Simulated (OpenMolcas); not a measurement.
**AlC: relativistic diatomic calculation (part 2 of 2)**

Continued. System: AlC. Method: SA-CASSCF(7,8)/XMS-CASPT2 + RASSI spin-orbit (X2C scalar, AMFI), ANO-RCC-VTZP (OpenMolcas).

## Log (extracts), continued
```
++ Dipole transition strengths (spin-free states):
     for osc. strength at least  1.00000000E-05
      From   To        Osc. strength     Einstein coefficients Ax, Ay, Az (sec-1)    Total A (sec-1)
         1   19       2.01390985E-04  8.18078603E+03  4.27825558E+04  0.00000000E+00  5.09633419E+04
         1   20       2.01393061E-04  4.27828368E+04  8.18103051E+03  0.00000000E+00  5.09638673E+04
         1    2       1.59058453E-02  0.00000000E+00  0.00000000E+00  6.05188563E+06  6.05188563E+06
         1   21       3.08755448E-02  1.58447657E+07  1.78071418E+06  0.00000000E+00  1.76254799E+07
         1   22       3.08755333E-02  1.78071774E+06  1.58447556E+07  0.00000000E+00  1.76254733E+07
         6   12       8.05507887E-05  2.33768780E-04  9.87510629E+01  0.00000000E+00  9.87512967E+01
         6   13       3.68155190E-05  2.69400932E+01  6.14221385E+01  0.00000000E+00  8.83622317E+01
         6   14       3.73153921E-05  6.39910149E+01  2.80204358E+01  0.00000000E+00  9.20114506E+01
         6    9       1.11167267E-03  0.00000000E+00  0.00000000E+00  1.61383282E+04  1.61383282E+04
         6   15       1.27655554E-03  3.04674931E+04  2.47870987E-01  0.00000000E+00  3.04677410E+04
         6   16       3.76072109E-05  9.81286129E-02  1.28171107E+04  0.00000000E+00  1.28172088E+04
         7   12       8.05144202E-05  9.87057018E+01  2.00132742E-04  0.00000000E+00  9.87059019E+01
         7   13       3.68414575E-05  6.14800852E+01  2.69438847E+01  0.00000000E+00  8.84239699E+01
         7   14       3.73441140E-05  2.80918975E+01  6.39898430E+01  0.00000000E+00  9.20817405E+01
         7    8       1.11165289E-03  0.00000000E+00  0.00000000E+00  1.61379997E+04  1.61379997E+04
         7   15       1.27653210E-03  2.46420202E-01  3.04668785E+04  0.00000000E+00  3.04671250E+04
         7   16       3.76150010E-05  1.28197549E+04  1.02566775E-01  0.00000000E+00  1.28198575E+04
        12    8       2.24833029E-03  1.64196239E+04  6.07712226E+00  0.00000000E+00  1.64257010E+04
        12    9       2.24934467E-03  6.00106511E+00  1.64271149E+04  0.00000000E+00  1.64331159E+04
        12   10       8.90736128E-04  1.75304311E+05  1.04153253E+01  0.00000000E+00  1.75314726E+05
        12   11       8.91039721E-04  1.06459386E+01  1.75363962E+05  0.00000000E+00  1.75374608E+05
        12   16       1.50709761E-02  0.00000000E+00  0.00000000E+00  4.53880865E+06  4.53880865E+06
        13    8       6.97152437E-04  2.54473776E+03  1.01887935E+03  0.00000000E+00  3.56361711E+03
        13    9       6.96718981E-04  1.01890508E+03  2.54249741E+03  0.00000000E+00  3.56140250E+03
        13   10       1.19273539E-04  1.51460863E+04  6.87339095E+03  0.00000000E+00  2.20194773E+04
        13   11       1.19153527E-04  6.87404480E+03  1.51232932E+04  0.00000000E+00  2.19973380E+04
        13   17       2.68975425E-02  0.00000000E+00  0.00000000E+00  7.78233905E+06  7.78233905E+06
        13   18       3.38656322E-03  0.00000000E+00  0.00000000E+00  9.85695570E+05  9.85695570E+05
        14    8       6.90690374E-04  9.91947959E+02  2.47322424E+03  0.00000000E+00  3.46517220E+03
        14    9       6.90216824E-04  2.47330912E+03  9.89488349E+02  0.00000000E+00  3.46279747E+03
        14   10       1.18088563E-04  6.74289696E+03  1.49903454E+04  0.00000000E+00  2.17332424E+04
        14   11       1.17944427E-04  1.49905659E+04  6.71616589E+03  0.00000000E+00  2.17067318E+04
        14   17       3.37442822E-03  0.00000000E+00  0.00000000E+00  9.73918388E+05  9.73918388E+05
        14   18       2.69183727E-02  0.00000000E+00  0.00000000E+00  7.81556616E+06  7.81556616E+06
         8   15       1.09857625E-04  4.35641904E-02  1.26972789E+02  0.00000000E+00  1.27016353E+02
         8   10       1.05859864E-05  0.00000000E+00  0.00000000E+00  1.35803477E+03  1.35803477E+03
         8   16       1.21766546E-04  2.61283460E+04  9.46958680E+00  0.00000000E+00  2.61378156E+04
         9   15       1.09855783E-04  1.26970492E+02  4.36499397E-02  0.00000000E+00  1.27014142E+02
         9   11       1.05875816E-05  0.00000000E+00  0.00000000E+00  1.35824057E+03  1.35824057E+03
         9   16       1.21777730E-04  9.41661889E+00  2.61307986E+04  0.00000000E+00  2.61402152E+04
        15   10       7.83452473E-05  4.87072655E-01  8.23239801E+03  0.00000000E+00  8.23288508E+03
        15   11       7.83459691E-05  8.23248081E+03  4.88383250E-01  0.00000000E+00  8.23296920E+03
        19    2       6.60696900E-05  1.39091302E+02  7.16309968E+02  0.00000000E+00  8.55401270E+02
        19   21       1.32081656E-05  0.00000000E+00  0.00000000E+00  8.42119665E+02  8.42119665E+02
        19   22       1.50673807E-03  0.00000000E+00  0.00000000E+00  9.60658577E+04  9.60658577E+04
        19    3       7.64375350E-04  3.71053707E+04  3.54633445E+04  0.00000000E+00  7.25687152E+04
        19    4       7.65000382E-04  3.55500668E+04  3.71958387E+04  0.00000000E+00  7.27459056E+04
        19    5       1.80243493E-04  1.59507857E+04  3.13832350E+03  0.00000000E+00  1.90891092E+04
        20    2       6.60699868E-05  7.16311412E+02  1.39093701E+02  0.00000000E+00  8.55405113E+02
        20   21       1.50673799E-03  0.00000000E+00  0.00000000E+00  9.60658523E+04  9.60658523E+04
        20   22       1.32081714E-05  0.00000000E+00  0.00000000E+00  8.42120033E+02  8.42120033E+02
        20    3       7.64385359E-04  3.54635782E+04  3.71060871E+04  0.00000000E+00  7.25696653E+04
        20    4       7.64998780E-04  3.71962403E+04  3.55495129E+04  0.00000000E+00  7.27457532E+04
        20    5       1.80236499E-04  3.13764011E+03  1.59507284E+04  0.00000000E+00  1.90883685E+04
         2   21       9.11316444E-04  1.57653217E+04  1.77080089E+03  0.00000000E+00  1.75361226E+04
         2   22       9.11315725E-04  1.77080510E+03  1.57653037E+04  0.00000000E+00  1.75361088E+04
        10   16       5.91015651E-04  6.53270549E+03  4.35259292E-01  0.00000000E+00  6.53314075E+03
        10   17       2.93914916E-04  1.22314967E+03  2.21969827E+03  0.00000000E+00  3.44284794E+03
        10   18       2.98426517E-04  2.32007048E+03  1.27999948E+03  0.00000000E+00  3.60006997E+03
        11   16       5.90584873E-04  4.12481915E-01  6.52794622E+03  0.00000000E+00  6.52835870E+03
        11   17       2.94038656E-04  2.22077794E+03  1.22350912E+03  0.00000000E+00  3.44428705E+03
        11   18       2.98847366E-04  1.28007350E+03  2.32506270E+03  0.00000000E+00  3.60513620E+03
        21    3       6.96273365E-05  1.25136293E+02  9.02507203E+01  0.00000000E+00  2.15387013E+02
        21    4       6.99396043E-05  9.14728689E+01  1.26828578E+02  0.00000000E+00  2.18301447E+02
        21    5       2.30130569E-04  1.23822117E+02  1.10024658E+03  0.00000000E+00  1.22406870E+03
        22    3       6.96249572E-05  9.02431109E+01  1.25136542E+02  0.00000000E+00  2.15379653E+02
        22    4       6.99384182E-05  1.26832457E+02  9.14652874E+01  0.00000000E+00  2.18297745E+02
        22    5       2.30132312E-04  1.10024578E+03  1.23832191E+02  0.00000000E+00  1.22407797E+03
 Electric-quadrupole - electric-quadrupole not included
 Electric-dipole - electric-octupole not included
 Electric-dipole - magnetic-quadrupole not included
   Eigenvalues of complex Hamiltonian:
  (Shifted by EMIN (a.u.) =       -280.4429654895)
 SO State       Relative EMIN(au)   Rel lowest level(eV)    D:o, cm**(-1)      Omega
     1            -0.0000004972        0.0000000000              0.0000         0.5
     2            -0.0000004972        0.0000000000              0.0000         0.5
     3            -0.0000002382        0.0000070476              0.0568         1.5
     4            -0.0000002382        0.0000070476              0.0568         1.5
     5             0.0399465882        1.0870155692           8767.3718         1.5
     6             0.0399465882        1.0870155692           8767.3718         1.5
     7             0.0400670648        1.0902939045           8793.8134         0.5
     8             0.0400670648        1.0902939045           8793.8134         0.5
     9             0.0461833940        1.2567277022          10136.1925         0.5
    10             0.0461833940        1.2567277022          10136.1925         0.5
    11             0.0486499806        1.3238469435          10677.5457         2.1
    12             0.0486499806        1.3238469435          10677.5457         2.1
    13             0.0487673853        1.3270416884          10703.3130         2.1
    14             0.0487673853        1.3270416884          10703.3130         2.1
    15             0.0612206023        1.6659109852          13436.4782         0.5
    16             0.0612206023        1.6659109852          13436.4782         0.5
    17             0.0613054834        1.6682207172          13455.1075         1.5
    18             0.0613054834        1.6682207172          13455.1075         1.5
    19             0.0672625966        1.8303220267          14762.5427         0.5
    20             0.0672625966        1.8303220267          14762.5427         0.5
    21             0.0887454794        2.4149010478          19477.4905         2.5
    22             0.0887454794        2.4149010478          19477.4905         2.5
    23             0.0887462916        2.4149231496          19477.6688         1.5
    24             0.0887462916        2.4149231496          19477.6688         1.5
    25             0.0887470884        2.4149448312          19477.8436         0.5
    26             0.0887470884        2.4149448312          19477.8436         0.5
    27             0.0887478677        2.4149660367          19478.0147         0.5
    28             0.0887478677        2.4149660367          19478.0147         0.5
    29             0.1088195966        2.9611456035          23883.2500         1.5
    30             0.1088195966        2.9611456035          23883.2500         1.5
    31             0.1088199393        2.9611549289          23883.3252         0.5
    32             0.1088199393        2.9611549289          23883.3252         0.5
    33             0.1244351894        3.3860675309          27310.4764         1.5
    34             0.1244351894        3.3860675309          27310.4764         1.5
    35             0.1244679727        3.3869596090          27317.6715         0.5
    36             0.1244679727        3.3869596090          27317.6715         0.5
    37             0.1293761744        3.5205185816          28394.8973         1.5
    38             0.1293761744        3.5205185816          28394.8973         1.5
    39             0.1294371494        3.5221777962          28408.2798         0.5
    40             0.1294371494        3.5221777962          28408.2798         0.5
    41             0.1294982488        3.5238403951          28421.6895         0.5
    42             0.1294982488        3.5238403951          28421.6895         0.5
    43             0.1295594538        3.5255058687          28435.1225         1.5
    44             0.1295594538        3.5255058687          28435.1225         1.5
    45             0.1296207737        3.5271744683          28448.5806         2.5
    46             0.1296207737        3.5271744683          28448.5806         2.5
    47             0.1296822058        3.5288461220          28462.0634         3.5
    48             0.1296822058        3.5288461220          28462.0634         3.5
    49             0.1332308707        3.6254102118          29240.9054         0.5
    50             0.1332308707        3.6254102118          29240.9054         0.5
    51             0.1332726579        3.6265472999          29250.0766         0.5
    52             0.1332726579        3.6265472999          29250.0766         0.5
    53             0.1333144862        3.6276855046
```

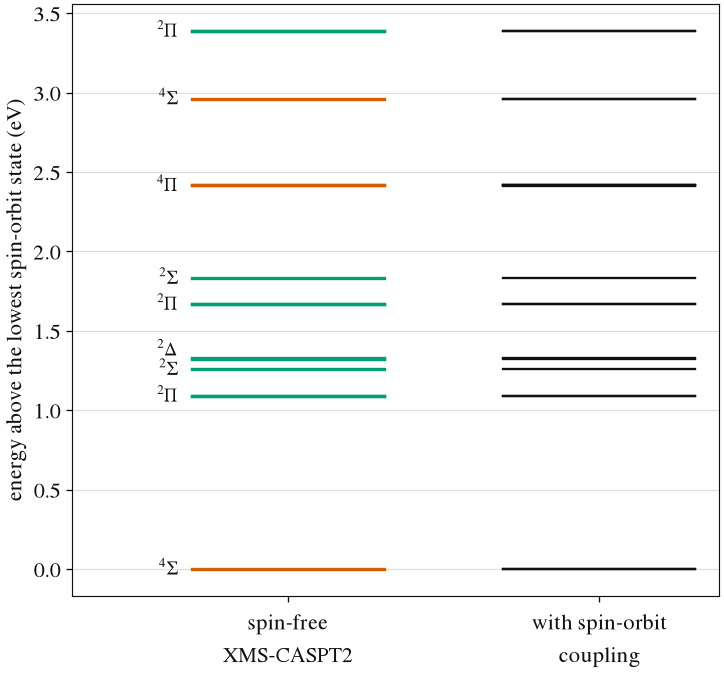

**Figure 2.** States up to 3.5 eV at 1.993 Å, without spin-orbit coupling (left, a colour for each spin multiplicity) and with it (right, where close levels merge). The spin-free states run ⁴Σ (0.00 eV), ²Π (1.09 eV), ²Σ (1.26 eV), ²Δ (1.32 eV), ²Π (1.67 eV), ²Σ (1.83 eV) from the lowest. The lowest spin-orbit levels have |Ω| = 1/2 (0 cm⁻¹), 3/2 (0 cm⁻¹), 3/2 (8,767 cm⁻¹), 1/2 (8,794 cm⁻¹), 1/2 (10,136 cm⁻¹).

## Input file
```
&GATEWAY
Coord
2
angstrom
Al 0.0 0.0 0.0
C 0.0 0.0 1.9930
Basis=ANO-RCC-VTZP
Group=XY
RX2C
AMFI
ANGMom
0.0 0.0 0.0
RICD
&SEWARD
&GUESSORB
&RASSCF
FileOrb=$CurrDir/o41.orb
Symmetry=1
Spin=4
nActEl=7 0 0
Inactive=4 2
RAS2=4 4
CIRoot=5 5 1
Linear
Iterations=120 100
OrbListing=Nothing
PRWF=0.15
>>COPY $Project.RasOrb $CurrDir/o41.orb
>>COPY $Project.rasscf.h5 $CurrDir/r41.h5
&CASPT2
XMultistate=all
Imaginary=0.2
IPEA=0.25
MaxIter=40
>>COPY $Project.JobMix JOB001
&RASSCF
FileOrb=$CurrDir/o22.orb
Symmetry=2
Spin=2
nActEl=7 0 0
Inactive=4 2
RAS2=4 4
CIRoot=6 6 1
Linear
Iterations=120 100
OrbListing=Nothing
PRWF=0.15
>>COPY $Project.RasOrb $CurrDir/o22.orb
>>COPY $Project.rasscf.h5 $CurrDir/r22.h5
&CASPT2
XMultistate=all
Imaginary=0.2
IPEA=0.25
MaxIter=40
>>COPY $Project.JobMix JOB002
&RASSCF
FileOrb=$CurrDir/o21.orb
Symmetry=1
Spin=2
nActEl=7 0 0
Inactive=4 2
RAS2=4 4
CIRoot=7 7 1
Linear
Iterations=120 100
OrbListing=Nothing
PRWF=0.15
>>COPY $Project.RasOrb $CurrDir/o21.orb
>>COPY $Project.rasscf.h5 $CurrDir/r21.h5
&CASPT2
XMultistate=all
Imaginary=0.2
IPEA=0.25
MaxIter=40
>>COPY $Project.JobMix JOB003
&RASSCF
FileOrb=$CurrDir/o42.orb
Symmetry=2
Spin=4
nActEl=7 0 0
Inactive=4 2
RAS2=4 4
CIRoot=4 4 1
Linear
Iterations=120 100
OrbListing=Nothing
PRWF=0.15
>>COPY $Project.RasOrb $CurrDir/o42.orb
>>COPY $Project.rasscf.h5 $CurrDir/r42.h5
&CASPT2
XMultistate=all
Imaginary=0.2
IPEA=0.25
MaxIter=40
>>COPY $Project.JobMix JOB004
&RASSCF
FileOrb=$CurrDir/o62.orb
Symmetry=2
Spin=6
nActEl=7 0 0
Inactive=4 2
RAS2=4 4
CIRoot=2 2 1
Linear
Iterations=120 100
OrbListing=Nothing
PRWF=0.15
>>COPY $Project.RasOrb $CurrDir/o62.orb
>>COPY $Project.rasscf.h5 $CurrDir/r62.h5
&CASPT2
XMultistate=all
Imaginary=0.2
IPEA=0.25
MaxIter=40
>>COPY $Project.JobMix JOB005
&RASSI
Nr of JobIphs=5 5 6 7 4 2
1 2 3 4 5
1 2 3 4 5 6
1 2 3 4 5 6 7
1 2 3 4
1 2
SpinOrbit
EJob
Omega
MEES
MESO
Properties=4
'AngMom' 3 'Mltpl  1' 1 'Mltpl  1' 2 'Mltpl  1' 3
Thrs=1.0d-4
>>COPY $Project.rassi.h5 $CurrDir/so.h5
```

The first orbital files come from an earlier step.

Run as:
```bash
pymolcas m.inp (one call a module block, same work directory)
```

## Summary

- outcome: converged; components of a degenerate state are split by 62 cm⁻¹
- lowest spin-free state: ⁴Σ
- lowest spin-orbit level: Ω = 1/2, −280.44297 hartree
- next level: Ω = 3/2, 0 cm⁻¹
- hardware: 1 CPU thread, shared host
- wall time: 40 s

## Notes

Caveats: the two components of ²Δ at 3.91 eV, degenerate in CASSCF as they must be, are split by 62 cm⁻¹ in XMS-CASPT2, an artefact that passes into its spin-orbit levels; 8 of the 74 spin-orbit states have no clean Ω, so their splittings aren't to be trusted.
